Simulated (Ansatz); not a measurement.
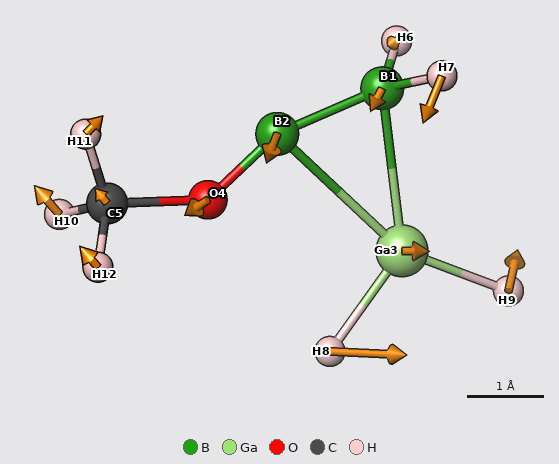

This is a relaxation of CH7B2GaO. The starting structure is drawn; orange arrows show the displacements, at their true length. The two geometries are superimposed by the best rigid fit.

Style: ball-and-stick. Shown from a free direction.

The start comes from GFN2-xTB.

Level of theory: RKS PBE0-D4/def2-TZVP (Ansatz). Settings: force threshold 0.005 eV/Å; at most 150 steps.

Q: Atoms of which element are displaced furthest, and by how much?

A: Hydrogen: up to 1.19 Å, against 0.48 Å for boron.

Q: What did the optimiser do to the structure, and how much energy did it gain?

A: Over 15 accepted moves (17 points after the start) the energy falls by 11.3 kcal/mol. Largest force component: 1.1 eV/Å at the start, 0.0033 eV/Å at the end. The line search rejected the trial steps at points 9, 15 of the run. The atom that moves furthest after the best rigid fit is H8 (1.19 Å). By element the largest moves are H 1.19 Å, B 0.48 Å, O 0.46 Å, Ga 0.39 Å, C 0.27 Å. Among the contacts that change: B1–Ga3 2.270 → 2.125 Å, B2–Ga3 2.458 → 2.604 Å, Ga3–H8 1.648 → 1.583 Å, B1–H7 1.185 → 1.221 Å. Bond angles that change, for instance: Ga3–B1–H7 105.0° → 85.5°, B1–B2–O4 158.8° → 173.5°, H8–Ga3–H9 104.3° → 117.6°. The run took 81 s on 4 threads of Arm Neoverse V1 (shared host).
